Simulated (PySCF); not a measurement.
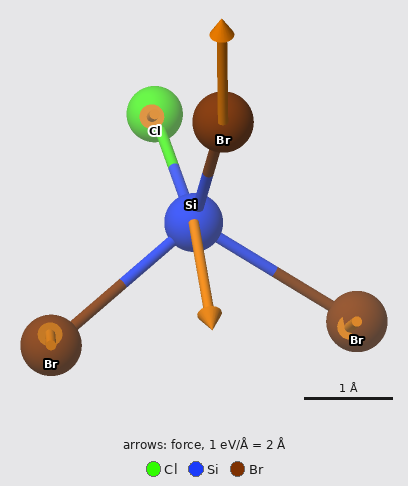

Starting geometry of SiBr3Cl with the computed forces as orange arrows. The picture is a ball-and-stick view, seen at a tilt.

The start comes from GFN2-xTB. Its atoms were then displaced at random by about 0.03 Å.

The calculation used PBE0-D3(BJ)/def2-SVP geometry optimisation, gas phase (PySCF 2.14.0, density-fitted response routines). 

Q: What follows when this structure is relaxed?

A: It isn't relaxed: the largest force vector, on the Si atom, is 0.80 eV/Å. The final displacements follow the starting forces only in part (cosine between the two patterns 0.76). The atom that moves furthest after the best rigid fit is a Br atom (0.10 Å). Largest moves by element: Br 0.10 Å, Si 0.08 Å, Cl 0.07 Å. Some distances before and after: Br–Si 2.171 → 2.198 Å, Cl–Si 2.025 → 2.044 Å, Br–Si 2.209 → 2.198 Å. Bond angles that change, for instance: Br–Si–Br 103.8° → 110.0°, Cl–Si–Br 114.5° → 109.1°, Cl–Si–Br 112.9° → 109.3°. Over 8 geometry steps the energy falls by 1.99 kcal/mol. Cost: 99 s on 1 thread of Arm Neoverse V1, with other jobs on the host.
